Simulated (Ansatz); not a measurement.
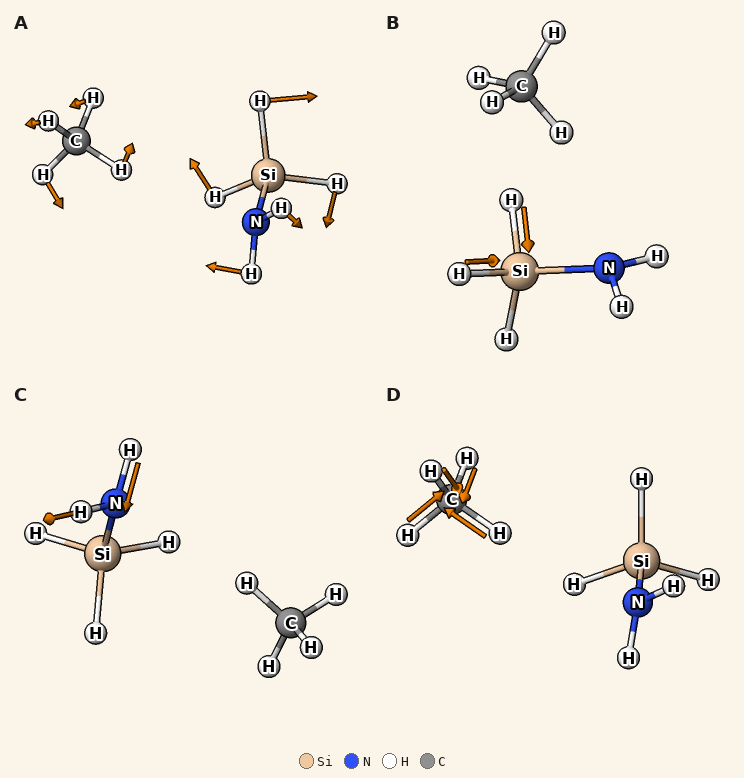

4 normal modes of one molecule or complex, as arrows. Harmonic vibrations computed with RKS PBE0-D4/def2-TZVP (Ansatz 0.2.0) at a stationary point of the same level.

Match the panels to the wavenumbers 56 cm⁻¹, 2231 cm⁻¹, 3041 cm⁻¹, 3691 cm⁻¹.

A: 56 cm⁻¹
B: 2231 cm⁻¹, in-phase stretching of 2 Si–H bonds
C: 3691 cm⁻¹, out-of-phase stretching of 2 N–H bonds
D: 3041 cm⁻¹, in-phase stretching of 4 C–H bonds
